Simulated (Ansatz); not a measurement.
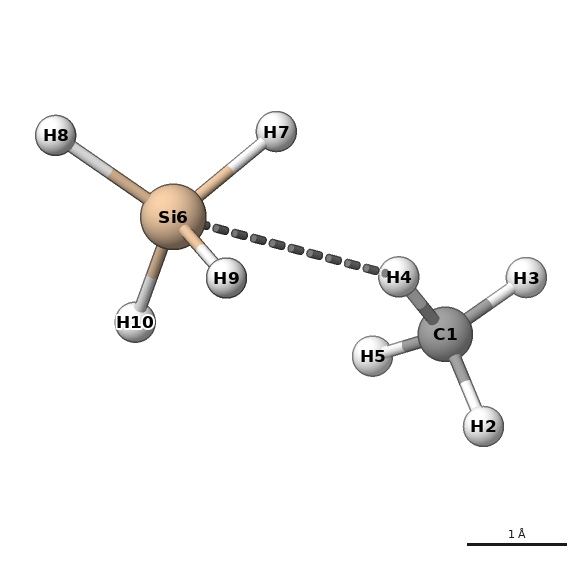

Two molecules or ions; the broken line marks their closest contact (measured against van der Waals radii). The computed structure is the end point of a PBE0-D4/def2-TZVP optimisation. No frequency run is at hand to confirm it as a minimum. Program: Ansatz 0.2.0.

Q: Which two species are they?

A: CH4 and SiH4 (`C.[SiH4]`).

Q: How long is the contact?

A: H4···Si6 is 3.46 Å.

Give the counterpoise-corrected interaction energy (kcal/mol, monomers kept as in the pair) with CCSD(T)/CBS (MP2 limit from def2-TZVPPD and def2-QZVPPD plus CCSD(T) − MP2); r2SCAN-D4/def2-TZVPPD; B97M-V/def2-TZVPPD; PBE-D4/def2-TZVPPD.

```json
{"level": "CCSD(T)/CBS (MP2 limit from def2-TZVPPD and def2-QZVPPD plus CCSD(T) − MP2)", "interaction energy (kcal/mol)": "−0.4"}
{"level": "r2SCAN-D4/def2-TZVPPD", "interaction energy (kcal/mol)": "−0.2"}
{"level": "B97M-V/def2-TZVPPD", "interaction energy (kcal/mol)": "−0.4"}
{"level": "PBE-D4/def2-TZVPPD", "interaction energy (kcal/mol)": "−0.6"}
```
